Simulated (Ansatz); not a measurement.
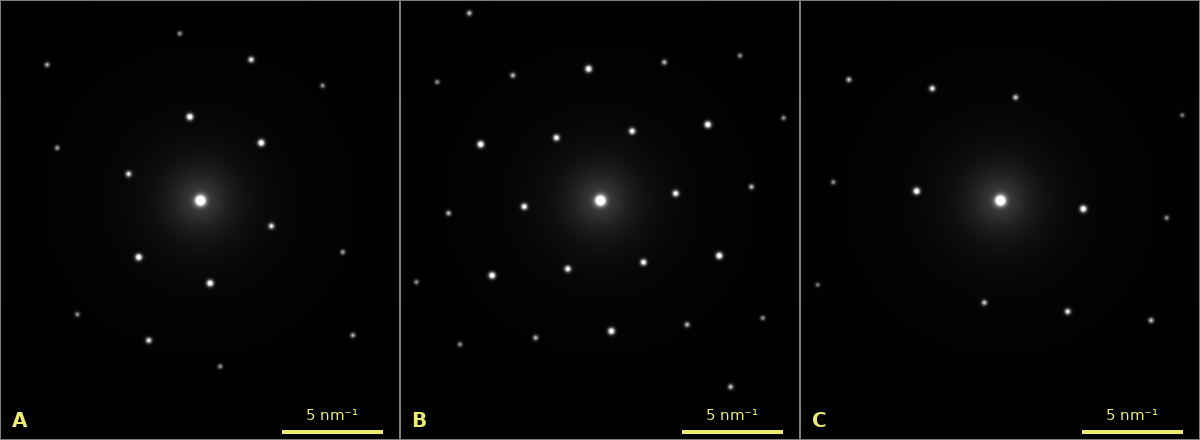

The patterns are kinematic simulations for 120 kV electrons (no multiple scattering; isotropic B = 0.5 Å²).

All three come from Cd, space group P6_3/mmc (No. 194), a = 3.039 Å, c = 5.658 Å (hexagonal axes). Structure: the end point of a relaxation at fixed volume with Ansatz 0.2.0, DFT PBE, spin-orbit coupling, plane waves, PAW.

```cif
data_structure
_symmetry_space_group_name_H-M 'P6_3/mmc'
_symmetry_Int_Tables_number 194
_cell_length_a 3.0387
_cell_length_b 3.0387
_cell_length_c 5.6584
_cell_angle_alpha 90.000
_cell_angle_beta 90.000
_cell_angle_gamma 120.000
_cell_volume 45.25
loop_
_atom_site_label
_atom_site_type_symbol
_atom_site_symmetry_multiplicity
_atom_site_Wyckoff_symbol
_atom_site_fract_x
_atom_site_fract_y
_atom_site_fract_z
_atom_site_occupancy
Cd1 Cd 2 d 0.33333 0.66667 0.75000 1
```

Question: Assign the zone axes [001], [101], [311] to A, B and C.

Answer: A is [101]: centred rectangular net of 0 1 0 at d = 2.63 Å and 1 0 -1 at d = 2.39 Å, at 63.0°. B is [001]: hexagonal net of 1 -1 0 at d = 2.63 Å and 1 0 0 at d = 2.63 Å, at 60.0°. C is [311]: oblique net of 0 1 -1 at d = 2.39 Å and -1 1 2 at d = 1.93 Å, at 87.4°.
